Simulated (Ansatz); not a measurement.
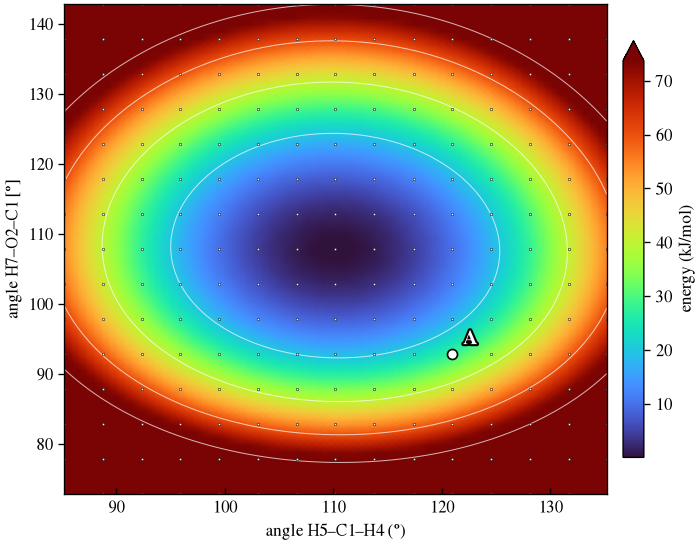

CH4NaO, SMILES C[OH+][Na], charge +1. The first coordinate is: angle H5–C1–H4; the second: angle H7–O2–C1. Nothing is relaxed (all other coordinates rigid). The grid has 15 × 15 points. Energies are in kJ/mol, from the lowest grid point. All numbers below come from RKS PBE0-D4/def2-TZVP (Ansatz 0.2.0).

In the figure: a smooth colour map with a few white contour lines, dots at the grid points, one colour for all values above the top of the scale, the point A. Between grid points the surface is interpolated.

Q: Which way does the force act at A, and how strong is it?

A: A, at angle H5–C1–H4 = 120.9°, angle H7–O2–C1 = 92.8°, is not a stationary point. The computed force is 1.8 kJ/mol for each degree towards smaller values of angle H5–C1–H4 and 2.5 kJ/mol for each degree towards larger values of angle H7–O2–C1.
